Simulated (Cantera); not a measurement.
A closed system holds: 1 mol SiCl4, 0.014 mol CH4, 20 mol H2, at 0.960 bar.

These are equilibrium values from Cantera (NASA tables, ideal gas, pure condensed phases), not measurements of a reactor. Candidate condensed phases: C, C6H6, C7H8, C8H18, Si, SiC; 109 gas species. Mutual solubility and eutectic melting of coexisting phases are not modelled. The tables' values for SiCl3 are old estimates; treat these amounts as uncertain. Equilibrium is a limit: real reactors are often held back by kinetics, nucleation or transport.

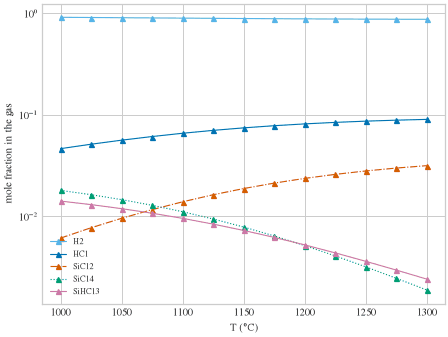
*Equilibrium gas composition (values under 1e-9 drawn at 1e-9)*

Problem. Read off the mole fractions at 1025 °C.

Solution. H2 about 0.91, HCl about 0.051, SiCl4 about 0.016, SiHCl3 about 0.013, SiCl2 about 0.0077.
